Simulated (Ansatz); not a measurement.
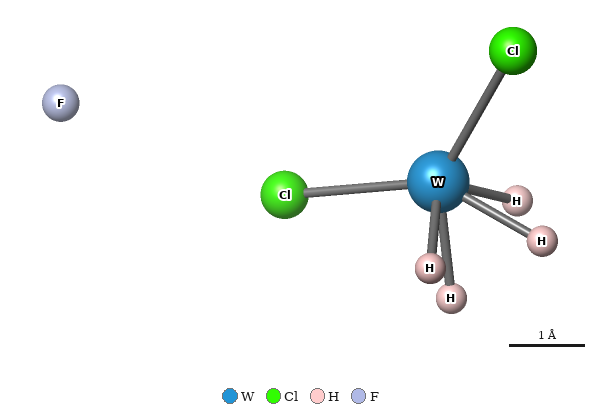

Fig. 1: The structure as given in the input (ball-and-stick view, seen at a tilt). Sticks mark near contacts. Bond lengths as drawn: Cl–W 2.32 Å and H–W 1.65 to 1.66 Å.

WH4Cl2F: nudged elastic band

System: WH4Cl2F, multiplicity 2.
Method: UHF/def2-SVP (Ansatz 0.2.0).

One setting was made poor on purpose. It belongs to a series of runs on one base structure; here: an input spoilt on purpose.

## Input
```yaml
crystal:
  periodic: [false, false, false]
  atoms:
    - { symbol: W, position_ang: [-0.371172, 0.0, 0.210053] }
    - { symbol: Cl, position_ang: [0.438072, 0.0, 2.383536] }
    - { symbol: H, position_ang: [1.229979, 0.0, -0.185152] }
    - { symbol: H, position_ang: [0.234301, 1.417626, -0.392919] }
    - { symbol: Cl, position_ang: [-2.53151, 0.0, -0.626249] }
    - { symbol: H, position_ang: [0.234301, -1.417626, -0.392919] }
    - { symbol: H, position_ang: [0.05002, 0.0, -1.383501] }
    - { symbol: F, position_ang: [0.046009, 0.0, 5.747151] }
magnetization:
  spin_polarized: true
  initial_magnetization: 1
basis:
  gaussian: { orbitals: def2-SVP }
hamiltonian:
  xc: hf
neb:
  order_check: false
  images: 5
  f_tol: 0.05
  max_iterations: 8
  initial_path: linear
  final_atoms:
    - { symbol: W, position_ang: [-0.33845645, 1.214e-05, -0.50144709] }
    - { symbol: Cl, position_ang: [0.6734321, -0.00011827, 3.69030594] }
    - { symbol: H, position_ang: [0.96348409, -7.405e-05, 0.57082705] }
    - { symbol: H, position_ang: [0.42489493, 1.47425258, -0.78335737] }
    - { symbol: Cl, position_ang: [-2.47776653, -2.692e-05, 0.30297415] }
    - { symbol: H, position_ang: [0.42493363, -1.47417443, -0.78350142] }
    - { symbol: H, position_ang: [-0.12304602, 3.609e-05, -2.17157102] }
    - { symbol: F, position_ang: [-0.21747575, 9.285e-05, 5.03576975] }
  n_images: 5
```

Run as:
```bash
ansatz run input.yaml --threads 2 --pin off --max-ram 3072MiB --backend cpu --events-out ev --progress --plain --runs-dir out
```

## The program's output
```
Error: YAML parse error: error: line 34 column 3: unknown field `n_images`, expected one of images, spring, climbing, order_check, relax_end_points, f_tol, exx_force_gate, max_iterations, max_displacement, density_extrapolation, optimiser, initial_path, freeze_fraction, magnetization_jump, magnetization_bend, levels_near_fermi, parallel_images, constraints, final_atoms
  --> <input>:34:3
   |
32 |     - { symbol: H, position_ang: [-0.12304602, 3.609e-05, -2.171571…
33 |     - { symbol: F, position_ang: [-0.21747575, 9.285e-05, 5.0357697…
34 |   n_images: 5
   |   ^ unknown field `n_images`, expected one of images, spring, climbing, order_check, relax_end_points, f_tol, exx_force_gate, max_iterations, max_displacement, density_extrapolation, optimiser, initial_path, freeze_fraction, magnetization_jump, magnetization_bend, levels_near_fermi, parallel_images, constraints, final_atoms
```

## What the run reported

- outcome: refused by the program
- hardware: 2 threads of Arm Neoverse V2, 24 GiB of memory available, shared host

## What went wrong

The program refused the input: “YAML parse error: error: line 34 column 3: unknown field `n_images`, expected one of images, spring, climbing, order_check, relax_end_points, f_tol, exx_force_gate, max_iterations, max_displacement, density_extrapolation, optimiser, initial_path, freeze_fraction, magnetization_jump, magnetization_bend, …” A deliberately poor setting: bad input.
